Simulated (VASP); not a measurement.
**GW on Germanium**

Aim: the quasiparticle gap of Germanium, and what it costs to get it. The cell has space group Fd-3m. The start is a cell from a database of measured crystal structures.

Program: VASP 6.6.1. Level of theory: r2SCAN; plane waves and PAW (Ge_d_GW), in the first sound run; inputs show where later runs differ. Results are calculated unless marked as measured.

## (1) Set-up

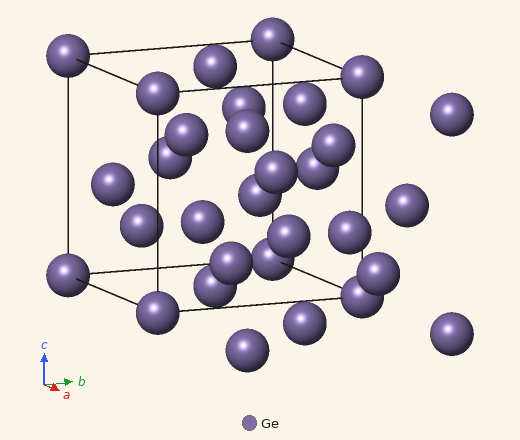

The cell as given, slightly off an axis (germanium purple). 2×1×1 cells are drawn. This picture shows the conventional cell, with its axes. Some periodic images of atoms are drawn too.

As a file:

```cif
data_structure
_symmetry_space_group_name_H-M 'P 1'
_symmetry_Int_Tables_number 1
_cell_length_a 4.0007
_cell_length_b 4.0007
_cell_length_c 4.0007
_cell_angle_alpha 60.000
_cell_angle_beta 60.000
_cell_angle_gamma 60.000
_cell_volume 45.28
loop_
_atom_site_label
_atom_site_type_symbol
_atom_site_fract_x
_atom_site_fract_y
_atom_site_fract_z
_atom_site_occupancy
Ge1 Ge 0.75000 0.75000 0.75000 1
Ge2 Ge 0.50000 0.50000 0.50000 1
```

## (2) Empty bands

The next step needs empty bands that the ground-state run didn't converge, so the Hamiltonian is diagonalised exactly for NBANDS bands, in a single step. LOPTICS writes the k-derivatives of the orbitals (WAVEDER), which give the long-wavelength limit of the screening.

Input file INCAR:

```
SYSTEM = Ge
PREC = Accurate
ENCUT = 400
ISMEAR = 0
SIGMA = 0.01
LREAL = .FALSE.
METAGGA = R2SCAN
LASPH = .TRUE.
NBANDS = 80
ALGO = Exact
NELM = 1
LWAVE = .TRUE.
LCHARG = .FALSE.
LOPTICS = .TRUE.
NEDOS = 1000
CSHIFT = 0.1
```

Input file POSCAR:

```
Ge
1.0
    0.0000000000      2.8289100000      2.8289100000
    2.8289100000      0.0000000000      2.8289100000
    2.8289100000      2.8289100000      0.0000000000
Ge
2
Direct
    0.7500000000      0.7500000000      0.7500000000
    0.5000000000      0.5000000000      0.5000000000
```

Input file KPOINTS:

```
Automatic mesh
0
Gamma
4 4 4
0 0 0
```

PAW data sets: Ge_d_GW (PBE family, release 64).

Launch:

```console
$ mpirun -np 8 vasp_std
```

What it wrote:

```text
[banner, memory and clock lines left out]
running    8 mpi-ranks, on    1 nodes
 distrk:  each k-point on    8 cores,    1 groups
 distr:  one band on    1 cores,    8 groups

 POSCAR found type information on POSCAR Ge
 POSCAR found :  1 types and       2 ions
|                                                                             |
|           W    W    AA    RRRRR   N    N  II  N    N   GGGG   !!!           |
|           W    W   A  A   R    R  NN   N  II  NN   N  G    G  !!!           |
|           W    W  A    A  R    R  N N  N  II  N N  N  G       !!!           |
|           W WW W  AAAAAA  RRRRR   N  N N  II  N  N N  G  GGG   !            |
|           WW  WW  A    A  R   R   N   NN  II  N   NN  G    G                |
|           W    W  A    A  R    R  N    N  II  N    N   GGGG   !!!           |
|                                                                             |
|     For optimal performance we recommend to set                             |
|       NCORE = 2 up to number-of-cores-per-socket                            |
|     NCORE specifies how many cores store one orbital (NPAR=cpu/NCORE).      |
|     This setting can greatly improve the performance of VASP for DFT.       |
|     The default, NCORE=1 might be grossly inefficient on modern             |
|     multi-core architectures or massively parallel machines. Do your        |
|     Unfortunately you need to use the default for GW and RPA                |
|     calculations (for HF NCORE is supported but not extensively tested      |
|     yet).                                                                   |
|                                                                             |

|                                                                             |
|               ----> ADVICE to this user running VASP <----                  |
|                                                                             |
|     You enforced a specific xc type in the INCAR file but a different       |
|     [... a line on the potential file left out ...]
|     I HOPE YOU KNOW WHAT YOU ARE DOING!                                     |
|                                                                             |

 LDA part: xc-table for (None), standard interpolation
 found WAVECAR, reading the header
  number of bands has changed, file:    20 present:    80
  trying to continue reading WAVECAR, but it might fail
 POSCAR, INCAR and KPOINTS ok, starting setup
 FFT: planning ... GRIDC
 FFT: planning ... GRID_SOFT
 FFT: planning ... GRID
 reading WAVECAR
 random initialization beyond band           20
 the WAVECAR file was read successfully
 initial charge from wavefunction
 entering main loop
       N       E                     dE             d eps       ncg     rms          rms(c)
DIA:   1    -0.275048919213E+02   -0.27505E+02    0.00000E+00     0   0.000E+00
   1 F= -.27504892E+02 E0= -.27504892E+02  d E =-.120355E-35
 writing wavefunctions
 optical routines
 imaginary and real dielectric function
 direction            1
 direction            2
 direction            3
```

The job ended after 8.8 s (8 MPI ranks of Intel Xeon Platinum 8375C at 2.90GHz (Ice Lake), shared host; peak memory 1.1 GiB; 64 s of CPU time).

The logs omit lines about the potential files and the build; timing stands in the text.

From OUTCAR (step 2):

```text
ion  position               nearest neighbor table
   1  0.750  0.750  0.750-   2 2.45   2 2.45   2 2.45   2 2.45
   2  0.500  0.500  0.500-   1 2.45   1 2.45   1 2.45   1 2.45

  LATTYP: Found a face centered cubic cell.
 ALAT       =     5.6578200000

 Subroutine GETGRP returns: Found 48 space group operations
 (whereof 24 operations were pure point group operations)

The static configuration has the point symmetry T_d .
 The point group associated with its full space group is O_h .

 Found      8 irreducible k-points:

   k-points           NKPTS =      8   k-points in BZ     NKDIM =      8   number of bands    NBANDS=     80

   dimension x,y,z NGX =    28 NGY =   28 NGZ =   28
   dimension x,y,z NGXF=    56 NGYF=   56 NGZF=   56

   ENCUT  =  400.0 eV  29.40 Ry    5.42 a.u.   6.52  6.52  6.52*2*pi/ulx,y,z

   NELECT =      28.0000    total number of electrons

 k-points in reciprocal lattice and weights: Automatic mesh
   0.00000000  0.00000000  0.00000000       0.016
   0.25000000  0.00000000  0.00000000       0.125
   0.50000000  0.00000000  0.00000000       0.062
   0.25000000  0.25000000  0.00000000       0.094
   0.50000000  0.25000000  0.00000000       0.375
  -0.25000000  0.25000000  0.00000000       0.188
   0.50000000  0.50000000  0.00000000       0.047
  -0.25000000  0.50000000  0.25000000       0.094

 average (electrostatic) potential at core
       1 -36.8525       2 -36.8525

 E-fermi :   2.8660

 k-point     1 :       0.0000    0.0000    0.0000
  band No.  band energies     occupation
    ...
     10     -22.4559      2.00000
     11     -10.5346      2.00000
     12       2.7795      2.00000
     13       2.7797      2.00000
     14       2.7798      2.00000
     15       3.2130      0.00000
     16       5.4851      0.00000
     17       5.4853      0.00000
     18       5.4853      0.00000
     19       9.8194      0.00000
    ...

 k-point     2 :       0.2500    0.0000    0.0000
  band No.  band energies     occupation
    ...
     10     -22.4380      2.00000
     11      -9.7548      2.00000
     12      -2.0611      2.00000
     13       1.8412      2.00000
     14       1.8414      2.00000
     15       3.7231      0.00000
     16       6.6379      0.00000
     17       6.6381      0.00000
     18       8.8758      0.00000
     19      11.3778      0.00000
    ...

 k-point     3 :       0.5000    0.0000    0.0000
  band No.  band energies     occupation
    ...
     10     -22.4321      2.00000
     11      -8.3373      2.00000
     12      -5.1019      2.00000
     13       1.2832      2.00000
     14       1.2834      2.00000
     15       3.2337      0.00000
     16       6.7762      0.00000
     17       6.7764      0.00000
     18      10.4044      0.00000
     19      13.9728      0.00000
    ...

  Total        0.0899969      0.0899969      0.0899969      0.0000000      0.0000000     -0.0000000
  in kB        3.1845704      3.1845704      3.1845704      0.0000000      0.0000000     -0.0000000
  external PRESSURE =       3.1845704 kB  Pullay stress =       0.0000000 kB

  energy-cutoff  :      400.00
  volume of cell :       45.28
      direct lattice vectors                 reciprocal lattice vectors
     0.000000000  2.828910000  2.828910000    -0.176746521  0.176746521  0.176746521
     2.828910000  0.000000000  2.828910000     0.176746521 -0.176746521  0.176746521
     2.828910000  2.828910000  0.000000000     0.176746521  0.176746521 -0.176746521

 POSITION                                       TOTAL-FORCE (eV/Angst)
 -----------------------------------------------------------------------------------
      4.24336      4.24336      4.24336         0.000000      0.000000      0.000000
      2.82891      2.82891      2.82891        -0.000000     -0.000000     -0.000000
 -----------------------------------------------------------------------------------
    total drift:                                0.000000      0.000000      0.000000

  FREE ENERGIE OF THE ION-ELECTRON SYSTEM (eV)
  ---------------------------------------------------
  free  energy   TOTEN  =       -27.5048919213 eV

  energy  without entropy=      -27.5048919213  energy(sigma->0) =      -27.50489192

 plasma frequency squared (from intraband transitions) (eV^2)
  --------------------------------------------------------------------------------------
       0.000      -0.000      -0.000
      -0.000       0.000       0.000
      -0.000       0.000       0.000

[... 3 further parts left out ...]
```

The PAW data sets were made with PBE, which is usual practice but a small mismatch for other functionals.

WAVECAR now holds 80 bands for 28 electrons. Its independent-particle dielectric tensor has xx, yy, zz = 291.7, 291.7, 291.7 on this mesh, which isn't tested for convergence in mesh or bands and lacks local fields. A value this large is set by the few k points at the smallest gap, and it enters the screening of any GW step.

## (3) G0W0, ENCUTGW 80, bands in the sums 80

This step: G0W0 on r2SCAN; plane waves and PAW (Ge_d_GW) (VASP 6.6.1).

G0W0 keeps orbitals and screening fixed and shifts each of the lowest NBANDSGW levels once.

Input file INCAR:

```
SYSTEM = Ge
PREC = Accurate
ENCUT = 400
ISMEAR = 0
SIGMA = 0.01
LREAL = .FALSE.
METAGGA = R2SCAN
LASPH = .TRUE.
NBANDS = 80
ALGO = EVGW0
NELMGW = 1
ENCUTGW = 80
NOMEGA = 64
PRECFOCK = Fast
NBANDSGW = 24
LWAVE = .FALSE.
LCHARG = .FALSE.
```

POSCAR is that of step 2.

KPOINTS is that of step 2.

Launch:

```console
$ mpirun -np 8 vasp_std
```

What it wrote:

```text
[banner, memory and clock lines left out]
running    8 mpi-ranks, on    1 nodes
 distrk:  each k-point on    8 cores,    1 groups
 distr:  one band on    1 cores,    8 groups

 POSCAR found type information on POSCAR Ge
 POSCAR found :  1 types and       2 ions
 [... a notice as in an earlier step ...]

 [... a notice as in an earlier step ...]

|                                                                             |
|           W    W    AA    RRRRR   N    N  II  N    N   GGGG   !!!           |
|           W    W   A  A   R    R  NN   N  II  NN   N  G    G  !!!           |
|           W    W  A    A  R    R  N N  N  II  N N  N  G       !!!           |
|           W WW W  AAAAAA  RRRRR   N  N N  II  N  N N  G  GGG   !            |
|           WW  WW  A    A  R   R   N   NN  II  N   NN  G    G                |
|           W    W  A    A  R    R  N    N  II  N    N   GGGG   !!!           |
|                                                                             |
|     The default for ENCUTGWSOFT is different in this version of VASP.       |
|     please manually set ENCUTGWSOFT =80 in the INCAR file.                  |
|                                                                             |

 LDA part: xc-table for (None), standard interpolation
 found WAVECAR, reading the header
 POSCAR, INCAR and KPOINTS ok, starting setup
 FFT: planning ... GRIDC
 FFT: planning ... GRID_SOFT
 FFT: planning ... GRID
 reading WAVECAR
 the WAVECAR file was read successfully
 initial charge from wavefunction
 available memory per node:     88.28 GB, setting MAXMEM to     90398

 The Fermi energy was updated, please check that it is located mid-gap
 values below the HOMO (VB) or above the LUMO (CB) will cause erroneous energies
 E-fermi :   2.9964

 calculate exact exchange contribution
 the WAVEDER file was read successfully
|                                                                             |
|           W    W    AA    RRRRR   N    N  II  N    N   GGGG   !!!           |
|           W    W   A  A   R    R  NN   N  II  NN   N  G    G  !!!           |
|           W    W  A    A  R    R  N N  N  II  N N  N  G       !!!           |
|           W WW W  AAAAAA  RRRRR   N  N N  II  N  N N  G  GGG   !            |
|           WW  WW  A    A  R   R   N   NN  II  N   NN  G    G                |
|           W    W  A    A  R    R  N    N  II  N    N   GGGG   !!!           |
|                                                                             |
|     Automatic setting of frequency mesh for GW failed. Frequency mesh       |
|     properly not suitable for determining QP energies. Consider             |
|     increasing number of kpoints.                                           |
|                                                                             |

energies w=
    0.000    0.000    0.288    0.000    0.576    0.000    0.862    0.000
    1.147    0.000    1.429    0.000    1.707    0.000    1.983    0.000
    2.255    0.000    2.524    0.000    2.788    0.000    3.049    0.000
    3.306    0.000    3.560    0.000    3.811    0.000    4.059    0.000
    4.304    0.000    4.547    0.000    4.788    0.000    5.028    0.000
    5.268    0.000    5.507    0.000    5.746    0.000    5.986    0.000
    6.228    0.000    6.473    0.000    6.720    0.000    6.970    0.000
    7.225    0.000    7.486    0.000    7.753    0.000    8.027    0.000
    8.310    0.000    8.603    0.000    8.907    0.000    9.224    0.000
    9.556    0.000    9.904    0.000   10.272    0.000   10.662    0.000
   11.078    0.000   11.522    0.000   12.000    0.000   12.518    0.000
   13.080    0.000   13.696    0.000   14.375    0.000   15.129    0.000
   15.971    0.000   16.922    0.000   18.005    0.000   19.250    0.000
   20.701    0.000   22.412    0.000   24.463    0.000   26.966    0.000
   30.088    0.000   34.091    0.000   39.402    0.000   46.779    0.000
   57.700    0.000   75.486    0.000  109.476    0.000  199.997    0.000
 responsefunction array rank=      80
 LDA part: xc-table for (None), standard interpolation

 min. memory requirement per mpi rank     71.8 MB, per node    574.2 MB

 allocating   8 responsefunctions rank=    80
 shmem allocating  64 responsefunctions rank=    80
 response function shared by NCSHMEM nodes    1
 Doing            8  frequencies on each core in blocks of           64
NQ=   1    0.0000    0.0000    0.0000,
|.........|.........|.........|.........|.........|.........|.........|.........
 performed        148000 updates of chi_q(r,r)
 total number of BLAS operations          5.04 Gflops
NQ=   2    0.2500    0.0000    0.0000,
|.........|.........|.........|.........|.........|.........|.........|.........
 performed        404000 updates of chi_q(r,r)
 total number of BLAS operations         14.52 Gflops
NQ=   3    0.5000    0.0000    0.0000,
|.........|.........|.........|.........|.........|.........|.........|.........
 performed        629000 updates of chi_q(r,r)
 total number of BLAS operations         24.96 Gflops
NQ=   4    0.2500    0.2500    0.0000,
|.........|.........|.........|.........|.........|.........|.........|.........
 performed        885000 updates of chi_q(r,r)
 total number of BLAS operations         36.81 Gflops
NQ=   5    0.5000    0.2500    0.0000,
|.........|.........|.........|.........|.........|.........|.........|.........
 performed       1225000 updates of chi_q(r,r)
 total number of BLAS operations         51.75 Gflops
NQ=   6   -0.2500    0.2500    0.0000,
|.........|.........|.........|.........|.........|.........|.........|.........
 performed       1535000 updates of chi_q(r,r)
 total number of BLAS operations         65.71 Gflops
NQ=   7    0.5000    0.5000    0.0000,
|.........|.........|.........|.........|.........|.........|.........|.........
 performed       1737000 updates of chi_q(r,r)
 total number of BLAS operations         76.09 Gflops
NQ=   8   -0.2500    0.5000    0.2500,
|.........|.........|.........|.........|.........|.........|.........|.........
 performed       1985000 updates of chi_q(r,r)
 total number of BLAS operations         85.30 Gflops
 resolving degeneracies of screened two electron integrals

 calculate QP shifts <psi_nk| G(iteration)W_0 |psi_nk>: iteration 1
 entering main loop
```

Run time: 27 s. Hardware: 8 MPI ranks; peak memory 1.1 GiB; 3.5 min of CPU time.

From OUTCAR (step 3):

```text
 Found      8 irreducible k-points:

   k-points           NKPTS =      8   k-points in BZ     NKDIM =     64   number of bands    NBANDS=     80

   NELECT =      28.0000    total number of electrons

 E-fermi :   2.9964

 QP shifts <psi_nk| G(iteration)W_0 |psi_nk>: iteration 1
 for sc-GW calculations column KS-energies equals QP-energies in previous step
 and V_xc(KS)=  KS-energies - (<T + V_ion + V_H > + <T+V_H+V_ion>^1  + <V_x>^1)
 k-point   1 :       0.0000    0.0000    0.0000
  band No.  KS-energies  QP-energies   sigma(KS)   V_xc(KS)     V^pw_x(r,r')   Z            occupation Imag(sigma)
    ...
     11     -10.5346     -10.3762     -11.6303     -11.8631     -17.8911       0.6801       2.0000       0.9465
     12       2.7797       2.7250     -12.2399     -12.1702     -13.4010       0.7858       2.0000       0.0665
     13       2.7797       2.7250     -12.2399     -12.1702     -13.4010       0.7858       2.0000       0.0665
     14       2.7797       2.7250     -12.2399     -12.1702     -13.4010       0.7858       2.0000       0.0665
     15       3.2130       3.9212     -11.5829     -12.4944      -7.9690       0.7770       0.0000      -0.0624
     16       5.4852       5.7569     -10.2698     -10.6211      -6.3150       0.7735       0.0000      -0.0945
     17       5.4852       5.7569     -10.2698     -10.6211      -6.3150       0.7735       0.0000      -0.0945
     18       5.4852       5.7569     -10.2698     -10.6211      -6.3150       0.7735       0.0000      -0.0945
    ...

 k-point   2 :       0.2500    0.0000    0.0000
  band No.  KS-energies  QP-energies   sigma(KS)   V_xc(KS)     V^pw_x(r,r')   Z            occupation Imag(sigma)
    ...
     11      -9.7548      -9.6040     -11.7183     -11.9376     -17.6857       0.6876       2.0000       0.8829
     12      -2.0611      -2.0239     -11.8004     -11.8502     -14.3490       0.7460       2.0000       0.1731
     13       1.8413       1.7847     -11.9160     -11.8431     -13.2477       0.7767       2.0000       0.0726
     14       1.8413       1.7847     -11.9160     -11.8431     -13.2477       0.7767       2.0000       0.0726
     15       3.7231       4.1091     -10.4933     -10.9864      -6.8197       0.7826       0.0000      -0.0712
     16       6.6380       6.8726     -10.3758     -10.6808      -6.1454       0.7695       0.0000      -0.1202
     17       6.6380       6.8726     -10.3758     -10.6808      -6.1454       0.7695       0.0000      -0.1202
     18       8.8758       9.1111     -10.6057     -10.9134      -5.8477       0.7646       0.0000      -0.2040
    ...

 k-point   3 :       0.5000    0.0000    0.0000
  band No.  KS-energies  QP-energies   sigma(KS)   V_xc(KS)     V^pw_x(r,r')   Z            occupation Imag(sigma)
    ...
     11      -8.3373      -8.2002     -12.0573     -12.2518     -17.4569       0.7045       2.0000       0.7312
     12      -5.1019      -5.0772     -11.3482     -11.3824     -15.3254       0.7205       2.0000       0.4131
     13       1.2833       1.2155     -11.8626     -11.7746     -13.4308       0.7703       2.0000       0.0822
     14       1.2833       1.2155     -11.8626     -11.7746     -13.4308       0.7703       2.0000       0.0822
     15       3.2337       3.5873     -10.4313     -10.8813      -6.8673       0.7859       0.0000      -0.0687
     16       6.7763       6.9206      -9.9474     -10.1341      -5.6231       0.7728       0.0000      -0.1258
     17       6.7763       6.9206      -9.9474     -10.1341      -5.6231       0.7728       0.0000      -0.1258
     18      10.4044      10.0001      -7.6460      -7.1292      -2.4226       0.7823       0.0000      -0.2851
    ...

[... 8 parts as in an earlier step ...]

[... 5 further parts left out ...]
```

Numbers from this step:

| Quantity | Value |
| --- | --- |
| quasiparticle gap on the mesh | 0.8623 eV |
| smallest direct quasiparticle gap on the mesh | 1.196 eV |
| gap of the starting orbitals on the mesh | 0.4333 eV |

GW takes the gap from 0.433 to 0.862 eV. The band edges change places after GW: the least gap now runs from band 12 at Γ to band 15 at (0.5, 0, 0), while the states that bound the starting gap (band 12 at Γ, band 15 at Γ) lie 1.196 eV apart. Spin-orbit coupling is left out. The value holds for 80 bands, ENCUTGW = 80 eV and this mesh, and isn't shown to be converged in them. VASP warns that the automatic setting of its frequency mesh failed and advises more k points, so the value is in doubt.

(Part 1 of 4 ends here.)

[Lines on the potential files, build, host, timing and source positions are cut from VASP's logs without a mark.]

[Logs are printed without paths, hosts, clocks, repeated set-up lines and the standing remarks that a program may print on its own settings, such as how far it seeks lower states.]

[Hosts, paths, dates, database ids (printed as entryN), source tags and the programs' standing remarks are cut or masked in the printed files.]

[Pressures printed for these runs are not shown converged in the cutoff: they can be off by several GPa and have the wrong sign.]
